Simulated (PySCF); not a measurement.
# C6H11N3OSi: what the fields show

```xyz
22

C     2.7972   -0.8540    1.1524
C     1.6785   -0.1891    0.4528
N     0.4070   -0.5072    0.6015
N    -0.2712    0.3154   -0.1907
Si   -2.0485    0.2420   -0.3085
C    -2.6963    0.5646    1.4442
C    -2.4520   -1.5079   -0.9175
N     0.4807    1.1546   -0.8511
C     1.7342    0.8826   -0.4831
C     2.8809    1.6010   -0.9958
O     4.0290    1.3868   -0.6896
H     3.3516   -0.1232    1.7392
H     3.4886   -1.2757    0.4245
H     2.4176   -1.6388    1.8005
H    -2.3407    1.3035   -1.2707
H    -2.4030    1.5490    1.7984
H    -3.7795    0.5079    1.4844
H    -2.2969   -0.1677    2.1415
H    -3.5230   -1.6670   -0.9925
H    -2.0209   -1.6958   -1.8970
H    -2.0514   -2.2537   -0.2354
H     2.6076    2.3921   -1.7187
```

Geometry: GFN2-xTB.

The calculation used PBE0/pcSseg-1, SCF density, gas phase, non-relativistic (PySCF 2.14.0).

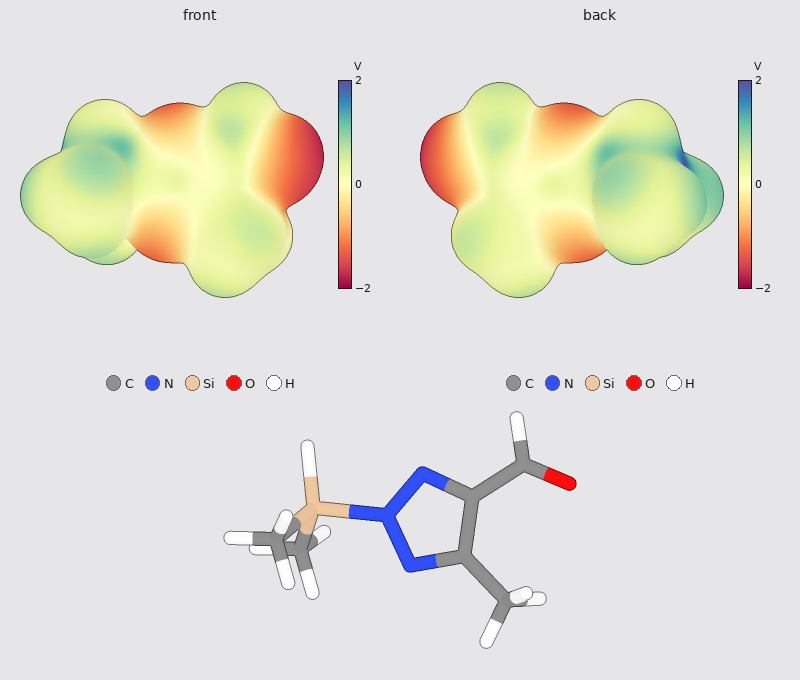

Figure 1. The molecular electrostatic potential painted on the density surface at 0.002 e/bohr³, seen from the front and from behind; red is negative and blue positive. The bare structure is drawn below in the same view.

Q: Where is the surface potential most negative and most positive?

A: The most negative region (about −1.7 V) lies over O11, the most positive (about +1.7 V) over Si5. O11 is the likeliest acceptor of a hydrogen bond.

Q: What dipole moment does the calculation give?

A: Its dipole moment is 4.05 D.

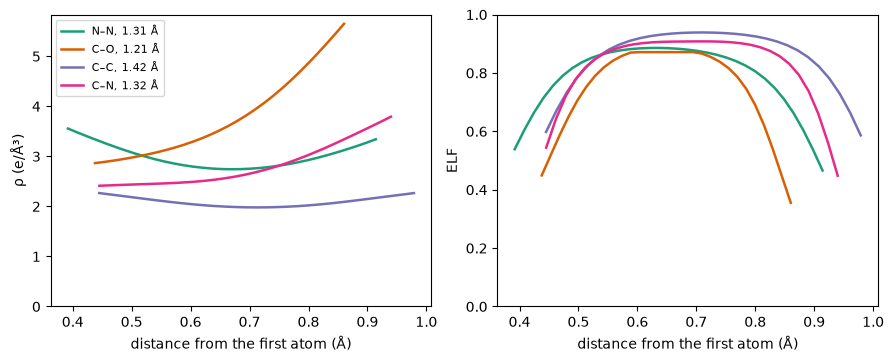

Figure 2. Electron density and ELF along straight lines between neighbouring atoms. The curves leave out the atomic cores.

Q: Compare the contacts.

A: N–N (1.31 Å): ρ is about 2.7 e/Å³ halfway; the ELF peaks at about 0.90 between the atoms; a covalent bond.
C–O (1.21 Å): ρ is about 3.3 e/Å³ halfway; the ELF peaks at about 0.85 between the atoms: a multiple bond.
C–C (1.42 Å): the density is about 2 e/Å³ at the midpoint; the ELF peaks at about 0.95 between the atoms, as expected for a covalent bond.
C–N (1.32 Å): ρ is about 2.6 e/Å³ halfway; the ELF peaks at about 0.90 between the atoms (a covalent bond).
